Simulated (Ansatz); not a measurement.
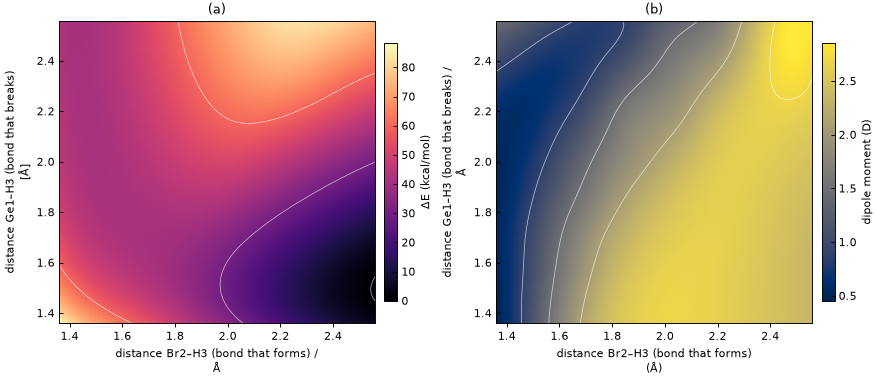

The reacting system BrGeH₃ (fragments BrGeH₃ where the first distance is long, GeH₂ + BrH where the second is long). 
- First axis: distance Br2–H3 (bond that forms). Second axis: distance Ge1–H3 (bond that breaks).
- Relaxed at each point: all other coordinates.
- The scan uses a 9 × 9 grid.
- Points are written as (first, second).
- Energies are in kcal/mol, from the lowest grid point.
- The reference is spin-restricted, so regions where a bond is pulled apart into radicals lie too high.
- Method: RKS B3LYP-D4/def2-TZVP (Ansatz).

Panel (a) is the energy; panel (b) is the computed dipole moment, in D.

Drawn: a smooth colour map with a few white contour lines. Between grid points the surface is interpolated.

Question: How does the dipole moment vary over the map, and what is it at the lowest grid point?

Answer: Leaving out the highest fifth of the energies, it runs from 0.50 D at (1.359 Å, 1.571 Å) to 2.69 D at (2.026 Å, 1.359 Å). At the lowest grid point, (2.559 Å, 1.448 Å), it is 2.36 D. That point lies on the edge of the scan.
